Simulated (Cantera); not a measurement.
Input: 1 mol MgO, a varied amount of F2, held at 1898.15 K and 59.0 mbar.

Equilibrium computed with Cantera from the NASA thermochemical tables; the gas is ideal and each condensed phase is pure. Candidate condensed phases: Mg, MgF2, MgO; 14 gas species. Mutual solubility and eutectic melting of coexisting phases are not modelled. Kinetics and transport are ignored.

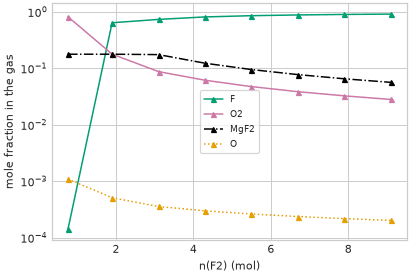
Figure: Equilibrium gas composition (values under 1e-9 drawn at 1e-9)

Q: Read off the mole fractions at 0.76 mol F2.

A: O2 about 0.82, MgF2 about 0.18, O about 0.0011, F about 0.00014.
